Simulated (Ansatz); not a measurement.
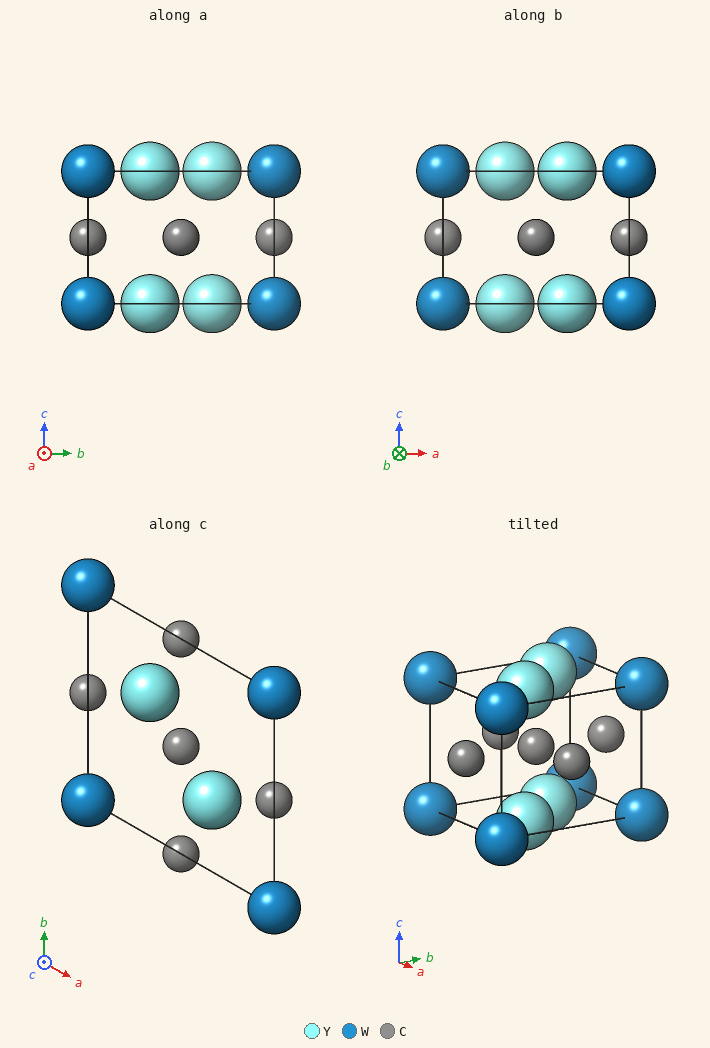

We look at a spheres-only model of the crystal along the a axis, along the b axis, along the c axis and slightly off an axis. The outline marks the conventional unit cell.

Lattice parameters: a = 5.6923 Å, b = 5.6923 Å, c = 3.5107 Å, α = 90.000°, β = 90.000°, γ = 120.000°.

Q: Reconstruct the structure as a CIF with its space group and independent sites.

A:
```cif
data_structure
_symmetry_space_group_name_H-M 'P 6/m m m'
_symmetry_Int_Tables_number 191
_cell_length_a 5.6923
_cell_length_b 5.6923
_cell_length_c 3.5107
_cell_angle_alpha 90.000
_cell_angle_beta 90.000
_cell_angle_gamma 120.000
_cell_volume 98.51
loop_
_atom_site_label
_atom_site_type_symbol
_atom_site_symmetry_multiplicity
_atom_site_Wyckoff_symbol
_atom_site_fract_x
_atom_site_fract_y
_atom_site_fract_z
_atom_site_occupancy
Y1 Y 2 c 0.6667 0.3333 0.0000 1
W1 W 1 a 0.0000 0.0000 0.0000 1
C1 C 3 g 0.5000 0.0000 0.5000 1
```

The cell started as a structure type filled with these elements by a generator (whether the compound takes this form wasn't checked). What is shown is the relaxed result from DFT PBE, scalar-relativistic, plane waves, PAW (Ansatz).
